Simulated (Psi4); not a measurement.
# B2PLYP/def2-SVP (density fitting, density fitting for correlation, sweep point 4) run of GaH3F− ([GaFH3]-)

Aim: the vertical electron affinity of GaH3F− ([GaFH3]-) at B2PLYP/def2-SVP (density fitting, density fitting for correlation, sweep point 4), from 2 runs. 

Program for the calculation: Psi4 1.11.

4 further runs of the same task are left out: 4 for a known fault of the program.

**1. The structure to begin with**

GaH3F− has 5 atoms, charge -1, and is taken as a singlet. As SMILES, `[H][Ga-]([H])([H])[F]`. The shape comes from GFN2-xTB, which is rough for such elements, and wasn't checked as a minimum.

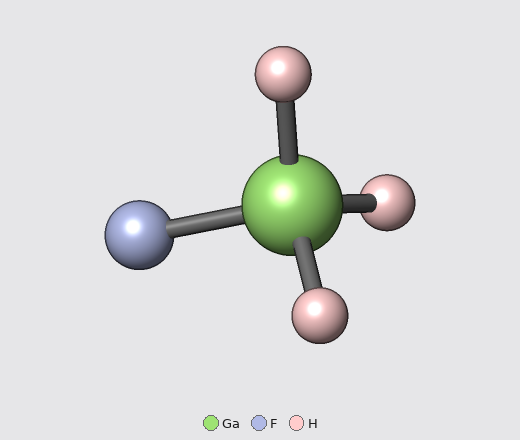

Viewed from a chosen angle; gallium green, fluorine light blue, hydrogen pink.

**2. The energy at B2PLYP/def2-SVP (density fitting, density fitting for correlation, sweep point 4)**

The input, calc.dat:

```
memory 1600 mb

molecule mol {
  -1 1
  Ga    -0.001630     0.000950    -0.092090
  F      0.012090    -0.018880     1.687450
  H      1.487040     0.011700    -0.540050
  H     -0.751680     1.294240    -0.514180
  H     -0.745820    -1.288010    -0.541120
  units angstrom
  symmetry c1
}

set globals {
  puream true
  scf_type df
  dft_radial_points 99
  dft_spherical_points 590
  num_frozen_docc 10
}

energy('b2plyp/def2-SVP')
print_variables()
```

On the command line:

```sh
$ psi4 -n 1 calc.dat calc.out
```

calc.out (excerpt; [...] marks lines left out):

```text
[...]
  Running in c1 symmetry.
[...]
  Nuclear repulsion =  120.580453360537604
[...]
  Multiplicity = 1
[...]
  Nalpha       = 22
  Nbeta        = 22
[...]
    Number of basis functions: 61
[...]
   @DF-RKS iter   1: -2023.87472864656888   -2.14393e+00   4.01012e-02 DIIS/ADIIS
[...]
   @DF-RKS iter  10: -2025.63866099272946   -1.29285e-09   5.36946e-08 DIIS
[...]
    Orbital Energies [Eh]
    ---------------------
    Doubly Occupied:
       1A   -374.883640     2A    -46.578717     3A    -41.165703
       4A    -41.165699     5A    -41.165507     6A    -25.043894
       7A     -5.611048     8A     -3.817509     9A     -3.816566
      10A     -3.816556    11A     -1.007298    12A     -0.730440
      13A     -0.730419    14A     -0.726010    15A     -0.725128
      16A     -0.725112    17A     -0.317290    18A     -0.226872
      19A     -0.226861    20A     -0.208475    21A     -0.116493
      22A     -0.116258
[...]
  @DF-RKS Final Energy: -2025.63866099272946
   => Energetics <=
    Nuclear Repulsion Energy =            120.5804533605376037
    One-Electron Energy =               -3077.3135906255670307
    Two-Electron Energy =                 972.5023697841537569
    DFT Exchange-Correlation Energy =     -41.4078935118536791
    Empirical Dispersion Energy =           0.0000000000000000
    VV10 Nonlocal Energy =                  0.0000000000000000
    Total Energy =                      -2025.6386609927294558
[...]
 Multipole Moments:
 ------------------------------------------------------------------------------------
     Multipole            Electronic (a.u.)      Nuclear  (a.u.)        Total (a.u.)
 ------------------------------------------------------------------------------------
 L = 1.  Multiply by 2.5417464519 to convert [e a0] to [Debye]
 Dipole X            :          0.0000633           -0.0050553           -0.0049921
 Dipole Y            :         -0.0125907            0.0142607            0.0016700
 Dipole Z            :          1.1306906           -1.2459248           -0.1152343
 Magnitude           :                                                    0.1153544
[...]
```

It took 18 s on 1 thread of AMD EPYC, shared host; peak memory 0.66 GiB.

**3. Doublet [GaH3F]2−, same level**

The input, job.dat:

```
memory 1.6 GB

molecule m {
  -2 2
  Ga    -0.001630     0.000950    -0.092090
  F      0.012090    -0.018880     1.687450
  H      1.487040     0.011700    -0.540050
  H     -0.751680     1.294240    -0.514180
  H     -0.745820    -1.288010    -0.541120
  symmetry c1
}

set globals {
  basis def2-SVP
  reference uks
  puream true
  scf_type df
  dft_radial_points 99
  dft_spherical_points 590
  num_frozen_docc 10
  maxiter 150
}

energy_value, wavefunction = energy("b2plyp", return_wfn=True)
```

On the command line:

```sh
$ psi4 -i job.dat -o job.out -n 1
```

job.out (excerpt; [...] marks lines left out):

```text
[...]
  Running in c1 symmetry.
[...]
  Nuclear repulsion =  120.580453360537604
[...]
  Multiplicity = 2
[...]
  Nalpha       = 23
  Nbeta        = 22
[...]
    Number of basis functions: 61
[...]
   @DF-UKS iter   1: -2023.15090153669075   -1.42010e+00   4.17190e-02 DIIS/ADIIS
[...]
   @DF-UKS iter  11: -2025.33204696738994   -1.30858e-08   4.32122e-07 DIIS
[...]
   @S^2 Observed:                7.522560106E-01
[...]
    Orbital Energies [Eh]
    ---------------------
    Alpha Occupied:
       1A   -374.662894     2A    -46.356965     3A    -40.944195
       4A    -40.944191     5A    -40.943683     6A    -24.833800
       7A     -5.390295     8A     -3.596578     9A     -3.596567
      10A     -3.595669    11A     -0.802435    12A     -0.509840
      13A     -0.509810    14A     -0.507484    15A     -0.504463
      16A     -0.504454    17A     -0.109716    18A     -0.021207
      19A     -0.021195    20A     -0.005184    21A      0.090031
      22A      0.090232    23A      0.345897
    Alpha Virtual:
      24A      0.494390    25A      0.494629    26A      0.499327
[...]
  @DF-UKS Final Energy: -2025.33204696738994
   => Energetics <=
    Nuclear Repulsion Energy =            120.5804533605376037
    One-Electron Energy =               -3086.5181818744722477
    Two-Electron Energy =                 982.0987610284645370
    DFT Exchange-Correlation Energy =     -41.4930794819201978
    Empirical Dispersion Energy =           0.0000000000000000
    VV10 Nonlocal Energy =                  0.0000000000000000
    Total Energy =                      -2025.3320469673899424
[...]
 Multipole Moments:
 ------------------------------------------------------------------------------------
     Multipole            Electronic (a.u.)      Nuclear  (a.u.)        Total (a.u.)
 ------------------------------------------------------------------------------------
 L = 1.  Multiply by 2.5417464519 to convert [e a0] to [Debye]
 Dipole X            :          0.0120514           -0.0050553            0.0069961
 Dipole Y            :         -0.0298398            0.0142607           -0.0155791
 Dipole Z            :          2.7339933           -1.2459248            1.4880685
 Magnitude           :                                                    1.4881665
[...]
```

Run time: 31 s. Hardware: 1 thread of AMD EPYC, shared host; peak memory 0.65 GiB.

**4. Summary of results**

At B2PLYP/def2-SVP (density fitting, density fitting for correlation, sweep point 4), 10 core orbitals frozen:

```
                                                                   quantity           value
                                               singlet GaH3F−: total energy  -2025.77955 Eh
                          singlet GaH3F−: HOMO energy (SCF part's orbitals)        -3.16 eV
                          singlet GaH3F−: LUMO energy (SCF part's orbitals)         7.33 eV
      singlet GaH3F−: HOMO–LUMO gap (to an unbound level, set by the basis)        10.49 eV
                                            doublet [GaH3F]2−: total energy  -2025.47615 Eh
doublet [GaH3F]2−: HOMO energy (SCF part's orbitals) (highest over α and β)         9.41 eV
 doublet [GaH3F]2−: LUMO energy (SCF part's orbitals) (lowest over α and β)        12.94 eV
                                                    doublet [GaH3F]2−: ⟨S²⟩           0.752
                        vertical electron affinity (to the doublet dianion)       -8.256 eV
```

The dianion lies 8.26 eV (797 kJ/mol) above the anion: the electron isn't bound at this level, and such a value depends on the basis. Without diffuse functions anions come out too high. The HOMO (doublet [GaH3F]2−) lies at positive energy, 9.41 eV; only total energies tell whether the electron is bound.
